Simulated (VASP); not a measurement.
# ZnCdSO with r2SCAN: from relaxation to properties, part 4 of 5

Aim: relax ZnCdSO, then compute properties on the relaxed cell. The cell is invented: it takes the structure of a Materials Project entry for ZnCdSeS (space group 156 there), with some of its atoms replaced by other elements, volume scaled by an estimate. It may not be a known or stable phase.

VASP 6.6.1, plane waves and PAW; the level of theory is named at each step.

So far, gap on the k-mesh (eV): step 2 (rough relaxation of the start cell, r2SCAN) 0.643; step 3 (full relaxation (r2SCAN)) 0.620; step 4 (density, ELF and potential (r2SCAN)) 0.619; step 6 (density of states (r2SCAN)) 0.621; step 7 (a semilocal run for the hybrid's start, PBE) 0.224.

**8. Band structure (HSE06)**

This step: HSE06; plane waves and PAW (Cd, Zn, S, O); invented cell (VASP 6.6.1).

HSE06 mixes in a quarter of exact exchange at short range, at far higher cost; in semiconductors this cures much of the gap error, while metals seldom gain.

INCAR

```
SYSTEM = ZnCdSO
PREC = Accurate
ENCUT = 520
EDIFF = 1E-06
NELM = 100
ISMEAR = 0
SIGMA = 0.05
LREAL = .FALSE.
ALGO = Normal
LHFCALC = .TRUE.
AEXX = 0.25
GGA = PE
HFSCREEN = 0.2
LASPH = .TRUE.
NBANDS = 24
PRECFOCK = Fast
LORBIT = 11
LWAVE = .FALSE.
LCHARG = .FALSE.
KPAR = 2
```

POSCAR

```
ZnCdSO
1.0
    3.7355713009      0.0000000000      0.0000000000
   -1.8677856505      3.2350998977      0.0000000000
    0.0000000000      0.0000000000      5.9552773176
Cd Zn S O
1 1 1 1
Direct
    0.0000000000      0.0000000000      0.4654295487
    0.3333333300      0.6666666700      0.0314759406
    0.0000000000      0.0000000000      0.8949359676
    0.3333333300      0.6666666700      0.3601585432
```

KPOINTS

```
Automatic mesh
0
Gamma
4 4 3
0 0 0
```

KPOINTS_OPT

```
Line mode
6
Line-mode
Reciprocal
  0.00000000   0.00000000   0.00000000 GAMMA
  0.50000000   0.00000000   0.00000000 M

  0.50000000   0.00000000   0.00000000 M
  0.33333333   0.33333333   0.00000000 K

  0.33333333   0.33333333   0.00000000 K
  0.00000000   0.00000000   0.00000000 GAMMA

  0.00000000   0.00000000   0.00000000 GAMMA
  0.00000000   0.00000000   0.50000000 A

  0.00000000   0.00000000   0.50000000 A
  0.50000000   0.00000000   0.50000000 L

  0.50000000   0.00000000   0.50000000 L
  0.33333333   0.33333333   0.50000000 H

  0.33333333   0.33333333   0.50000000 H
  0.00000000   0.00000000   0.50000000 A

  0.50000000   0.00000000   0.50000000 L
  0.50000000   0.00000000   0.00000000 M

  0.33333333   0.33333333   0.00000000 K
  0.33333333   0.33333333   0.50000000 H
```

PAW data sets: Cd, Zn, S and O (PBE family, release 64).

The run starts from files that an earlier step left in the folder.

Run with:

```
$ mpirun -np 2 vasp_std
```

Output:

```text
[banner, memory and clock lines left out]
running    2 mpi-ranks, on    1 nodes
 distrk:  each k-point on    1 cores,    2 groups
 distr:  one band on    1 cores,    1 groups

 POSCAR found type information on POSCAR CdZnS O
 POSCAR found :  4 types and       4 ions
 LDA part: xc-table for (Slater+PW92), standard interpolation
 found WAVECAR, reading the header
 POSCAR, INCAR and KPOINTS ok, starting setup
 FFT: planning ... GRIDC
 FFT: planning ... GRID_SOFT
 FFT: planning ... GRID
 reading WAVECAR
 the WAVECAR file was read successfully
 initial charge from wavefunction
 entering main loop
       N       E                     dE             d eps       ncg     rms          rms(c)
DAV:   1    -0.184916210764E+02   -0.18492E+02   -0.10912E+00   496   0.271E+01    0.221E+00
DAV:   2    -0.184765123548E+02    0.15109E-01   -0.33276E-01   536   0.123E+01    0.124E+00
DAV:   3    -0.184770041276E+02   -0.49177E-03   -0.42825E-02   528   0.272E+00    0.788E-01
DAV:   4    -0.184766168240E+02    0.38730E-03   -0.36432E-03   536   0.686E-01    0.450E-01
DAV:   5    -0.184764186867E+02    0.19814E-03   -0.77588E-04   528   0.239E-01    0.260E-01
DAV:   6    -0.184763480988E+02    0.70588E-04   -0.65622E-05   512   0.927E-02    0.154E-01
DAV:   7    -0.184763260348E+02    0.22064E-04   -0.32214E-05   496   0.453E-02    0.899E-02
DAV:   8    -0.184763201510E+02    0.58839E-05   -0.86399E-06   488   0.246E-02    0.522E-02
DAV:   9    -0.184763178323E+02    0.23186E-05   -0.24441E-06   472   0.131E-02    0.302E-02
DAV:  10    -0.184763170829E+02    0.74940E-06   -0.62181E-07   288   0.624E-03
   1 F= -.18476317E+02 E0= -.18476317E+02  d E =-.148195E-16
 Start KPOINTS_OPT (optional k-point list driver)
k-point batch [1-9\54]
       N       E                     dE             ncg
DAV:   1     0.105246670144E+04   -0.58719E+04      432
DAV:   2    -0.171487966716E+04   -0.27673E+04      488
DAV:   3    -0.196376599448E+04   -0.24889E+03      504
DAV:   4    -0.197047259349E+04   -0.67066E+01      544
DAV:   5    -0.197055186883E+04   -0.79275E-01      528
DAV:   6    -0.197055321256E+04   -0.13437E-02      504
DAV:   7    -0.197055324393E+04   -0.31368E-04      504
DAV:   8    -0.197055324485E+04   -0.91711E-06      376
[...]
k-point batch [46-54\54]
       N       E                     dE             ncg
DAV:   1     0.102586695836E+04   -0.10540E+05      432
DAV:   2    -0.175916978257E+04   -0.27850E+04      464
DAV:   3    -0.200916734149E+04   -0.25000E+03      536
DAV:   4    -0.201618999496E+04   -0.70227E+01      512
DAV:   5    -0.201626820736E+04   -0.78212E-01      528
DAV:   6    -0.201626943754E+04   -0.12302E-02      504
DAV:   7    -0.201626946283E+04   -0.25291E-04      504
DAV:   8    -0.201626946351E+04   -0.67927E-06      360
```

Wall time 12 min (2 MPI ranks of Intel Xeon 6975P-C (Granite Rapids), shared host); peak memory 0.65 GiB.

From OUTCAR (step 8):

```text
   k-points           NKPTS =      9   k-points in BZ     NKDIM =     48   number of bands    NBANDS=     24

   NELECT =      36.0000    total number of electrons

  exchange ACFDT corr.  =         0.00000000  see jH, gK, PRB 81, 115126

 E-fermi :   1.0748

 k-point     1 :       0.0000    0.0000    0.0000
  band No.  band energies     occupation
    ...
     14      -0.6783      2.00000
     15      -0.6783      2.00000
     16       0.1895      2.00000
     17       0.7919      2.00000
     18       0.7919      2.00000
     19       2.1885      0.00000
     20       5.9868      0.00000
     21       9.5281      0.00000
     22       9.5281      0.00000
     23      10.1295      0.00000
    ...

 POSITION                                       TOTAL-FORCE (eV/Angst)
 -----------------------------------------------------------------------------------
      0.00000      0.00000      2.77176        -0.000000      0.000000      0.026720
     -0.00000      2.15673      0.18745        -0.000000      0.000000      0.003742
      0.00000      0.00000      5.32959        -0.000000      0.000000     -0.127918
     -0.00000      2.15673      2.14484         0.000000     -0.000000      0.097456
 -----------------------------------------------------------------------------------
    total drift:                                0.000017     -0.000020      0.000423

  FREE ENERGIE OF THE ION-ELECTRON SYSTEM (eV)
  ---------------------------------------------------
  free  energy   TOTEN  =       -18.4763170829 eV

  energy  without entropy=      -18.4763170829  energy(sigma->0) =      -18.47631708

[... 7 parts as in an earlier step ...]

[... 9 further parts left out ...]
```

The k-mesh is coarse for exact exchange; levels may shift by about 0.1 eV on a finer one.

This step gave:

| Item | Value |
| --- | --- |
| SCF cycles | 10 |
| free energy (TOTEN) | -18.48 eV |
| Fermi energy | 1.075 eV |
| least gap on mesh and path | 1.396 eV |
| least direct gap on mesh and path | 1.397 eV |

Electronic bands along the path, in eV, zero at the valence-band top; v1 is the highest filled band, c1 the lowest empty one:

| point | v4 | v3 | v2 | v1 | c1 | c2 | c3 | c4 |
| --- | --- | --- | --- | --- | --- | --- | --- | --- |
| Γ | -1.47 | -0.60 | 0.00 | 0.00 | 1.40 | 5.19 | 8.74 | 8.74 |
| M | -3.20 | -2.62 | -1.79 | -1.02 | 5.38 | 5.70 | 6.58 | 7.57 |
| K | -3.75 | -2.53 | -2.24 | -2.13 | 6.32 | 6.52 | 8.05 | 8.30 |
| Γ | -1.47 | -0.60 | 0.00 | 0.00 | 1.40 | 5.19 | 8.74 | 8.74 |
| A | -1.36 | -1.36 | -0.10 | -0.10 | 3.80 | 5.08 | 6.78 | 8.73 |
| L | -2.31 | -2.21 | -1.34 | -1.22 | 4.71 | 5.49 | 7.28 | 7.97 |
| H | -3.43 | -2.82 | -2.02 | -0.97 | 6.16 | 6.57 | 7.25 | 8.28 |
| A | -1.36 | -1.36 | -0.10 | -0.10 | 3.80 | 5.08 | 6.78 | 8.73 |
| jump to L | -2.31 | -2.21 | -1.34 | -1.22 | 4.71 | 5.49 | 7.28 | 7.97 |
| M | -3.20 | -2.62 | -1.79 | -1.02 | 5.38 | 5.70 | 6.58 | 7.57 |
| jump to K | -3.75 | -2.53 | -2.24 | -2.13 | 6.32 | 6.52 | 8.05 | 8.30 |
| H | -3.43 | -2.82 | -2.02 | -0.97 | 6.16 | 6.57 | 7.25 | 8.28 |

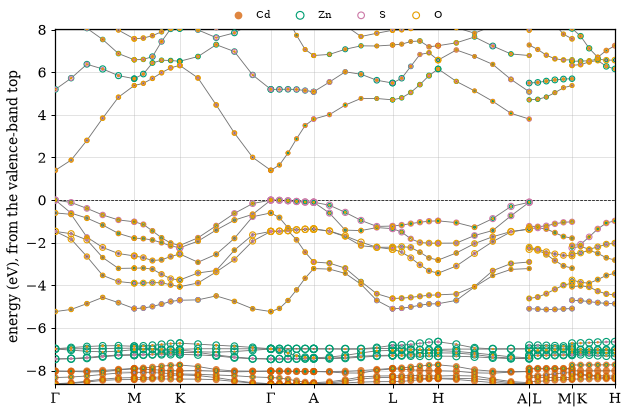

Electronic bands along the path; dots are coloured as in the legend, and their area grows with the weight.

Force by atom:

| atom | x (eV/Å) | y (eV/Å) | z (eV/Å) | size |
| --- | --- | --- | --- | --- |
| Cd1 | 0.000 | 0.000 | 0.027 | 0.027 |
| Zn2 | 0.000 | 0.000 | 0.004 | 0.004 |
| S3 | 0.000 | 0.000 | -0.128 | 0.128 |
| O4 | 0.000 | 0.000 | 0.097 | 0.097 |

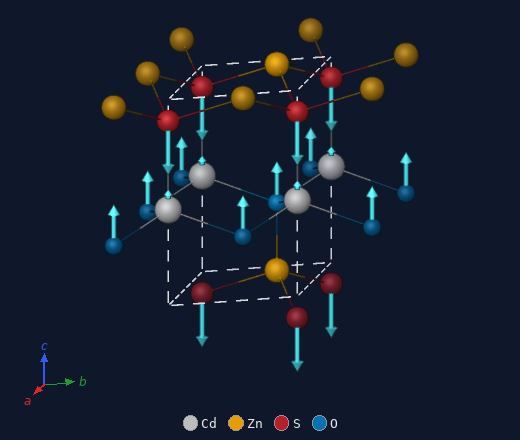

Force as arrows, the longest 0.128 eV/Å. Some periodic images of atoms are drawn too.

The gap moves by +0.78 eV against r2SCAN, which ran on another mesh.

**9. Volume scan with r2SCAN**

This step: r2SCAN; plane waves and PAW (Cd, Zn, S, O); invented cell (VASP 6.6.1).

An equation of state needs energies on both sides of the minimum, all on one mesh and cutoff.

INCAR

```
SYSTEM = ZnCdSO
PREC = Accurate
ENCUT = 520
EDIFF = 1E-06
NELM = 100
ISMEAR = 0
SIGMA = 0.05
LREAL = .FALSE.
ALGO = Normal
METAGGA = R2SCAN
LASPH = .TRUE.
NBANDS = 24
LORBIT = 11
LWAVE = .FALSE.
LCHARG = .FALSE.
KPAR = 2
ISIF = 2
```

POSCAR

```
ZnCdSO
1.0
    3.6593137545      0.0000000000      0.0000000000
   -1.8296568773      3.1690589201      0.0000000000
    0.0000000000      0.0000000000      5.8337069339
Cd Zn S O
1 1 1 1
Direct
    0.0000000000      0.0000000000      0.4654295487
    0.3333333300      0.6666666700      0.0314759406
    0.0000000000      0.0000000000      0.8949359676
    0.3333333300      0.6666666700      0.3601585432
```

KPOINTS

```
Automatic mesh
0
Gamma
7 7 4
0 0 0
```

Run with:

```
$ mpirun -np 2 vasp_std
```

Output:

```text
[... set-up lines as in an earlier step ...]
 entering main loop
       N       E                     dE             d eps       ncg     rms          rms(c)
DAV:   1     0.245364259143E+03    0.24536E+03   -0.18313E+04  1344   0.176E+03
DAV:   2    -0.349276720899E+02   -0.28029E+03   -0.26804E+03  1464   0.408E+02
DAV:   3    -0.575666160401E+02   -0.22639E+02   -0.22480E+02  1672   0.120E+02
DAV:   4    -0.578815357805E+02   -0.31492E+00   -0.31482E+00  1472   0.149E+01
DAV:   5    -0.578851112754E+02   -0.35755E-02   -0.35753E-02  1720   0.151E+00    0.139E+01
DAV:   6    -0.470645508603E+02    0.10821E+02   -0.76789E+00  1760   0.608E+01    0.126E+01
DAV:   7    -0.473232985863E+02   -0.25875E+00   -0.36579E+00  1344   0.170E+01    0.797E+00
DAV:   8    -0.474054592484E+02   -0.82161E-01   -0.11210E+00  1704   0.107E+01    0.331E+00
DAV:   9    -0.473163328243E+02    0.89126E-01   -0.36195E-01  1528   0.634E+00    0.109E+00
DAV:  10    -0.473149719567E+02    0.13609E-02   -0.13792E-01  1464   0.335E+00    0.509E-01
DAV:  11    -0.473118899267E+02    0.30820E-02   -0.14917E-02  1584   0.105E+00    0.199E-01
DAV:  12    -0.473118515793E+02    0.38347E-04   -0.29567E-03  1384   0.392E-01    0.710E-02
DAV:  13    -0.473119706433E+02   -0.11906E-03   -0.44321E-04  1832   0.204E-01    0.682E-02
DAV:  14    -0.473119090081E+02    0.61635E-04   -0.25425E-04  1680   0.134E-01    0.270E-02
DAV:  15    -0.473119067484E+02    0.22597E-05   -0.34932E-05  1376   0.425E-02    0.558E-03
DAV:  16    -0.473119076610E+02   -0.91260E-06   -0.10708E-06  1120   0.163E-02
   1 F= -.47311908E+02 E0= -.47311908E+02  d E =-.277438E-16
```

Elapsed: 43 s, on 2 MPI ranks; peak memory 0.43 GiB; 82 s of CPU time.

OUTCAR, selected parts (step 9):

```text
   ENCUT  =  520.0 eV  38.22 Ry    6.18 a.u.   6.80  6.80 10.85*2*pi/ulx,y,z

   NELECT =      36.0000    total number of electrons

 E-fermi :   2.1381

 k-point     1 :       0.0000    0.0000    0.0000
  band No.  band energies     occupation
    ...
     14       0.4760      2.00000
     15       0.4760      2.00000
     16       1.3103      2.00000
     17       1.8643      2.00000
     18       1.8643      2.00000
     19       2.5199      0.00000
     20       6.4715      0.00000
     21       9.7135      0.00000
     22       9.7136      0.00000
     23      10.4713      0.00000
    ...

  Total        2.7392332      2.7392336      2.7960418     -0.0000000      0.0000000      0.0000000
  in kB       64.8731543     64.8731645     66.2185516     -0.0000000      0.0000000      0.0000000
  external PRESSURE =      65.3216235 kB  Pullay stress =       0.0000000 kB

 POSITION                                       TOTAL-FORCE (eV/Angst)
 -----------------------------------------------------------------------------------
      0.00000      0.00000      2.71518         0.000000     -0.000000      0.107755
     -0.00000      2.11271      0.18362        -0.000000      0.000000     -0.202590
      0.00000      0.00000      5.22079         0.000000     -0.000000     -0.113977
     -0.00000      2.11271      2.10106        -0.000000      0.000000      0.208811
 -----------------------------------------------------------------------------------
    total drift:                                0.000003     -0.000011      0.013214

  FREE ENERGIE OF THE ION-ELECTRON SYSTEM (eV)
  ---------------------------------------------------
  free  energy   TOTEN  =       -47.3119076610 eV

  energy  without entropy=      -47.3119076610  energy(sigma->0) =      -47.31190766

[... 3 parts as in an earlier step ...]

[... 13 further parts left out ...]
```

The scan keeps the cell's shape and the fractional positions fixed.

Numbers from this step:

| Property | Result |
| --- | --- |
| SCF cycles | 16 |
| irreducible k-points | 28 |
| free energy (TOTEN) | -47.31 eV |
| Fermi energy | 2.138 eV |
| pressure | 6.532 GPa |
| gap on the k-mesh | 0.6556 eV |
| least direct gap on the k-mesh | 0.6556 eV |

Force by atom:

| atom | x (eV/Å) | y (eV/Å) | z (eV/Å) | size |
| --- | --- | --- | --- | --- |
| Cd1 | 0.000 | 0.000 | 0.108 | 0.108 |
| Zn2 | 0.000 | 0.000 | -0.203 | 0.203 |
| S3 | 0.000 | 0.000 | -0.114 | 0.114 |
| O4 | 0.000 | 0.000 | 0.209 | 0.209 |

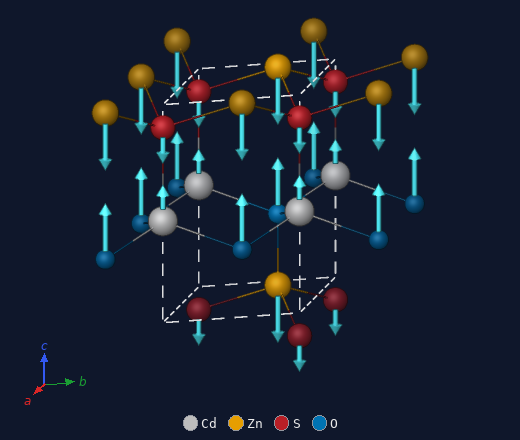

Force as arrows, the longest 0.209 eV/Å. Some periodic images of atoms are drawn too.

The pressure here is 6.53 GPa.

**10. Volume scan with r2SCAN (run 2)**

INCAR is that of step 9.

POSCAR

```
ZnCdSO
1.0
    3.6850844187      0.0000000000      0.0000000000
   -1.8425422094      3.1913769717      0.0000000000
    0.0000000000      0.0000000000      5.8747907307
Cd Zn S O
1 1 1 1
Direct
    0.0000000000      0.0000000000      0.4654295487
    0.3333333300      0.6666666700      0.0314759406
    0.0000000000      0.0000000000      0.8949359676
    0.3333333300      0.6666666700      0.3601585432
```

KPOINTS is that of step 9.

Run with:

```
$ mpirun -np 2 vasp_std
```

Output:

```text
[... set-up lines as in an earlier step ...]
 entering main loop
       N       E                     dE             d eps       ncg     rms          rms(c)
DAV:   1     0.243458308407E+03    0.24346E+03   -0.18334E+04  1344   0.176E+03
DAV:   2    -0.350871214092E+02   -0.27855E+03   -0.26608E+03  1464   0.405E+02
DAV:   3    -0.576427848918E+02   -0.22556E+02   -0.22399E+02  1640   0.120E+02
DAV:   4    -0.579526206229E+02   -0.30984E+00   -0.30974E+00  1496   0.148E+01
DAV:   5    -0.579562009667E+02   -0.35803E-02   -0.35801E-02  1712   0.149E+00    0.134E+01
DAV:   6    -0.471066418706E+02    0.10850E+02   -0.77112E+00  1744   0.611E+01    0.122E+01
DAV:   7    -0.473690479950E+02   -0.26241E+00   -0.36074E+00  1360   0.166E+01    0.777E+00
DAV:   8    -0.474540513024E+02   -0.85003E-01   -0.11274E+00  1704   0.104E+01    0.323E+00
DAV:   9    -0.473644309116E+02    0.89620E-01   -0.36895E-01  1536   0.618E+00    0.109E+00
DAV:  10    -0.473629368620E+02    0.14940E-02   -0.13460E-01  1472   0.326E+00    0.505E-01
DAV:  11    -0.473599581730E+02    0.29787E-02   -0.14551E-02  1568   0.103E+00    0.189E-01
DAV:  12    -0.473599951244E+02   -0.36951E-04   -0.27773E-03  1416   0.382E-01    0.718E-02
DAV:  13    -0.473601251449E+02   -0.13002E-03   -0.36703E-04  1824   0.192E-01    0.695E-02
DAV:  14    -0.473600553515E+02    0.69793E-04   -0.27828E-04  1696   0.138E-01    0.259E-02
DAV:  15    -0.473600529189E+02    0.24327E-05   -0.36031E-05  1408   0.434E-02    0.578E-03
DAV:  16    -0.473600538307E+02   -0.91185E-06   -0.11568E-06  1112   0.153E-02
   1 F= -.47360054E+02 E0= -.47360054E+02  d E =-.895289E-17
```

Wall time 42 s (2 MPI ranks); peak memory 0.43 GiB; 80 s of CPU time.

OUTCAR, selected parts (step 10):

```text
   ENCUT  =  520.0 eV  38.22 Ry    6.18 a.u.   6.85  6.85 10.92*2*pi/ulx,y,z

   NELECT =      36.0000    total number of electrons

 E-fermi :   1.9436

 k-point     1 :       0.0000    0.0000    0.0000
  band No.  band energies     occupation
    ...
     14       0.3157      2.00000
     15       0.3157      2.00000
     16       1.1299      2.00000
     17       1.6648      2.00000
     18       1.6648      2.00000
     19       2.3096      0.00000
     20       6.2038      0.00000
     21       9.5198      0.00000
     22       9.5200      0.00000
     23      10.1940      0.00000
    ...

  Total        1.7574691      1.7574693      1.7805087     -0.0000000      0.0000000      0.0000000
  in kB       40.7549460     40.7549524     41.2892252     -0.0000000      0.0000000      0.0000000
  external PRESSURE =      40.9330412 kB  Pullay stress =       0.0000000 kB

 POSITION                                       TOTAL-FORCE (eV/Angst)
 -----------------------------------------------------------------------------------
      0.00000      0.00000      2.73430         0.000000     -0.000000      0.067404
     -0.00000      2.12758      0.18491        -0.000000     -0.000000     -0.129428
      0.00000      0.00000      5.25756         0.000000     -0.000000     -0.075031
     -0.00000      2.12758      2.11586        -0.000000      0.000000      0.137054
 -----------------------------------------------------------------------------------
    total drift:                                0.000007     -0.000014      0.025722

  FREE ENERGIE OF THE ION-ELECTRON SYSTEM (eV)
  ---------------------------------------------------
  free  energy   TOTEN  =       -47.3600538307 eV

  energy  without entropy=      -47.3600538307  energy(sigma->0) =      -47.36005383

[... 3 parts as in an earlier step ...]

[... 13 further parts left out ...]
```

Numbers from this step:

```
free energy (TOTEN)            : -47.36 eV
Fermi energy                   : 1.944 eV
pressure                       : 4.093 GPa
gap on the k-mesh              : 0.6448 eV
least direct gap on the k-mesh : 0.6448 eV
```

Force by atom:

| atom | x (eV/Å) | y (eV/Å) | z (eV/Å) | size |
| --- | --- | --- | --- | --- |
| Cd1 | 0.000 | 0.000 | 0.067 | 0.067 |
| Zn2 | 0.000 | 0.000 | -0.129 | 0.129 |
| S3 | 0.000 | 0.000 | -0.075 | 0.075 |
| O4 | 0.000 | 0.000 | 0.137 | 0.137 |

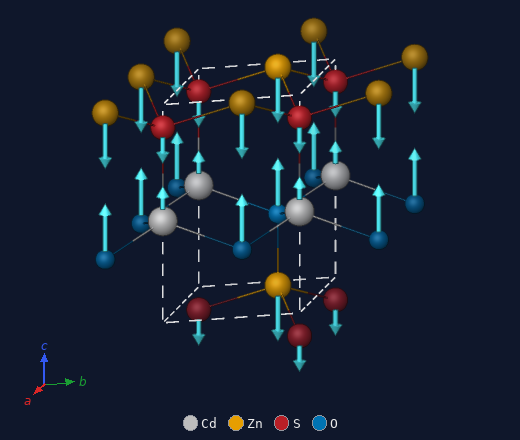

Force as arrows, the longest 0.137 eV/Å. Some periodic images of atoms are drawn too.

The pressure falls from 6.53 to 4.09 GPa.

**11. Volume scan with r2SCAN (run 3)**

INCAR is that of step 10.

POSCAR

```
ZnCdSO
1.0
    3.7104995971      0.0000000000      0.0000000000
   -1.8552497986      3.2133871636      0.0000000000
    0.0000000000      0.0000000000      5.9153078092
Cd Zn S O
1 1 1 1
Direct
    0.0000000000      0.0000000000      0.4654295487
    0.3333333300      0.6666666700      0.0314759406
    0.0000000000      0.0000000000      0.8949359676
    0.3333333300      0.6666666700      0.3601585432
```

KPOINTS is that of step 10.

Run with:

```
$ mpirun -np 2 vasp_std
```

Output:

```text
[... set-up lines as in an earlier step ...]
 entering main loop
       N       E                     dE             d eps       ncg     rms          rms(c)
DAV:   1     0.238455854725E+03    0.23846E+03   -0.18152E+04  1344   0.173E+03
DAV:   2    -0.356001949824E+02   -0.27406E+03   -0.26188E+03  1464   0.400E+02
DAV:   3    -0.577022966565E+02   -0.22102E+02   -0.21955E+02  1608   0.118E+02
DAV:   4    -0.580049557365E+02   -0.30266E+00   -0.30254E+00  1536   0.146E+01
[...]
DAV:  14    -0.473874478741E+02    0.74611E-04   -0.28926E-04  1712   0.139E-01    0.250E-02
DAV:  15    -0.473874452086E+02    0.26655E-05   -0.36491E-05  1368   0.439E-02    0.638E-03
DAV:  16    -0.473874461551E+02   -0.94647E-06   -0.12967E-06  1096   0.147E-02
   1 F= -.47387446E+02 E0= -.47387446E+02  d E =-.464324E-17
```

Wall time 42 s (2 MPI ranks); peak memory 0.43 GiB; 80 s of CPU time.

OUTCAR, selected parts (step 11):

```text
  Total        0.8429171      0.8429173      0.8412131     -0.0000000      0.0000000      0.0000000
  in kB       19.1479674     19.1479704     19.1092584     -0.0000000      0.0000000      0.0000000
  external PRESSURE =      19.1350654 kB  Pullay stress =       0.0000000 kB

 POSITION                                       TOTAL-FORCE (eV/Angst)
 -----------------------------------------------------------------------------------
      0.00000      0.00000      2.75316         0.000000      0.000000      0.031571
     -0.00000      2.14226      0.18619         0.000000      0.000000     -0.061458
      0.00000      0.00000      5.29382         0.000000     -0.000000     -0.039908
     -0.00000      2.14226      2.13045        -0.000000     -0.000000      0.069796
 -----------------------------------------------------------------------------------
    total drift:                                0.000010     -0.000015      0.038818

  FREE ENERGIE OF THE ION-ELECTRON SYSTEM (eV)
  ---------------------------------------------------
  free  energy   TOTEN  =       -47.3874461551 eV

  energy  without entropy=      -47.3874461551  energy(sigma->0) =      -47.38744616

[... 1 part as in an earlier step ...]

[... 2 further parts left out ...]
[key lines of the parts left out:]
E-fermi :   1.7564
```

The pressure falls from 4.09 to 1.91 GPa.

The run ends at a pressure of 1.91 GPa, with forces up to 0.070 eV/Å.

(Continued in part 5 of 5.)

[Lines on the potential files, build, host, timing and source positions are cut from VASP's logs without a mark.]

[Logs are printed without paths, hosts, clocks, repeated set-up lines and the standing remarks that a program may print on its own settings, such as how far it seeks lower states.]

[Hosts, paths, dates, database ids (printed as entryN), source tags and the programs' standing remarks are cut or masked in the printed files.]

[A measured line is paired with the nearest computed mode of its activity, which favours agreement.]
